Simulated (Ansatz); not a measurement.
**Si2H3ClOF2: a changed input and its effect**

System: Si2H3ClOF2, SMILES F[Si](F)(Cl)O[SiH3].
Method of run A: RKS SPW92/def2-TZVPP (Ansatz 0.2.0).

The geometry comes from this level: PBE0-D4/def2-TZVP. Text and figures count atoms from 1; the logs count them from 0 in places.

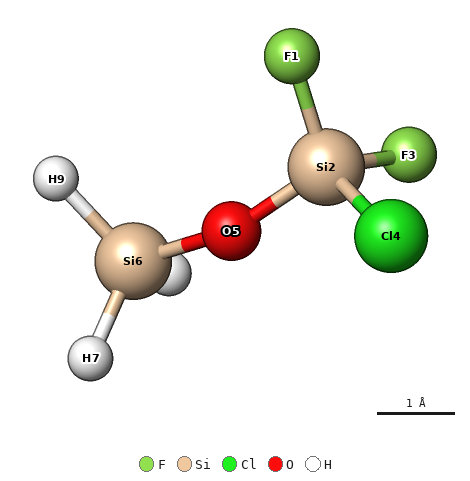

Figure 1. The structure (ball-and-stick view, seen at a tilt; atoms are numbered from 1 in the order of the input). Bond lengths as drawn: Cl–Si 2.01 Å, F–Si 1.57 Å, H–Si 1.48 Å and O–Si 1.59 to 1.64 Å.

### Input, run A
```yaml
crystal:
  periodic: [false, false, false]
  atoms:
    - {symbol: F, position_ang: [-2.046894, -1.352671, 0.128683]}
    - {symbol: Si, position_ang: [-0.915455, -0.877508, -0.857176]}
    - {symbol: F, position_ang: [-0.051962, -2.145258, -1.210917]}
    - {symbol: Cl, position_ang: [-1.768034, -0.179570, -2.539641]}
    - {symbol: O, position_ang: [-0.014567, 0.237135, -0.174854]}
    - {symbol: Si, position_ang: [1.002290, 0.917486, 0.924522]}
    - {symbol: H, position_ang: [1.264225, 2.309306, 0.493533]}
    - {symbol: H, position_ang: [2.264819, 0.141922, 0.961357]}
    - {symbol: H, position_ang: [0.354179, 0.902857, 2.257394]}
basis:
  gaussian: {orbitals: def2-TZVPP}
hamiltonian: {xc: lda}
output: {orbitals: {seedname: orbitals}}
```

Hardware: 4 CPU threads, shared host.

### Output (run A)
```
Functional definition: SPW92
  exchange = slater_x
  correlation = pw_c
1510 factors; their error is unknown
mean field evaluation 1: about -35658.1980 eV, gradient 7.5e1 eV
mean field evaluation 2: about -35624.8010 eV, gradient 1.6e2 eV
mean field evaluation 4: about -35666.5406 eV, gradient 1.3e1 eV
mean field evaluation 8: about -35666.7662 eV, gradient 2.0e-1 eV
mean field evaluation 16: about -35666.7264 eV, gradient 8.5e-5 eV
mean field -35666.72636328 eV, -1310.7280180752 hartree, gradient 8.5e-5 eV, S^2 0.000000; 0 other end points of the search recorded, 0 dependent functions left out
reference -35666.72640528 eV, -1310.7280196186 hartree; 37, 37 occupied and 224, 224 virtual orbitals, 1510 factors
Total energy: -35666.72640528 eV, -1310.7280196186 hartree
```

The input of run B differs as follows (lines with − go, lines with + come):
```diff
-hamiltonian: {xc: lda}
+hamiltonian: {xc: {name: revPBE}, dispersion: d4}
```

What does this change do to the results?

The total energies belong to different models, so their difference says nothing on which is more stable or more accurate. The HOMO goes from −8.19 to −8.04 eV. The LUMO goes from −1.48 to −1.07 eV.

### Output (run B)
```
Functional definition: revPBE
  parameter kappa = 1.245
  parameter beta = 0.06672455060314922
  exchange = pbe_x(kappa = kappa, mu = beta*pi^2/3)
  correlation = pbe_c(beta = beta)
1510 factors; their error is unknown
mean field evaluation 1: about -35802.2957 eV, gradient 7.7e1 eV
mean field evaluation 2: about -35772.0311 eV, gradient 1.5e2 eV
mean field evaluation 4: about -35810.7405 eV, gradient 1.2e1 eV
mean field evaluation 8: about -35810.9404 eV, gradient 1.8e-1 eV
mean field evaluation 16: about -35810.9001 eV, gradient 1.1e-4 eV
mean field -35810.90010882 eV, -1316.0263054993 hartree, gradient 3.9e-5 eV, S^2 0.000000; 0 other end points of the search recorded, 0 dependent functions left out
reference -35810.90016499 eV, -1316.0263075633 hartree; 37, 37 occupied and 224, 224 virtual orbitals, 1510 factors
Total energy: -35811.59933082 eV, -1316.0520014338 hartree
```

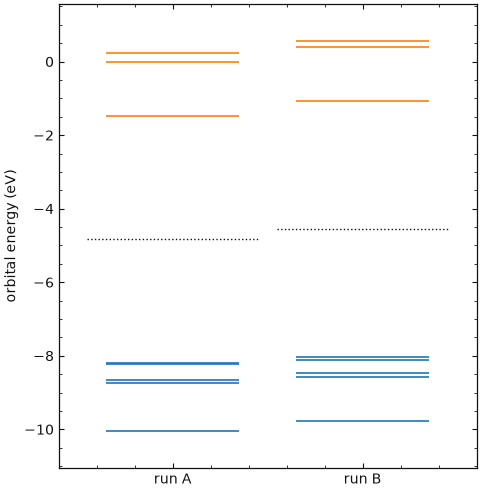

Figure 2. The five highest filled and three lowest empty orbital energies of the two runs; the dotted lines part filled from empty levels. The HOMO–LUMO gap is 6.71 eV in run A and 6.98 eV in run B.

### The two runs side by side

| quantity | run A | run B |
| --- | --- | --- |
| outcome | converged | converged |
| total energy (hartree) | −1310.728020 | −1316.052001 |
| HOMO (eV) | −8.19 | −8.04 |
| LUMO (eV) | −1.48 | −1.07 |
| basis functions | 261 | 261 |
| wall time (shared host) | 0.8 s | 1.2 s |
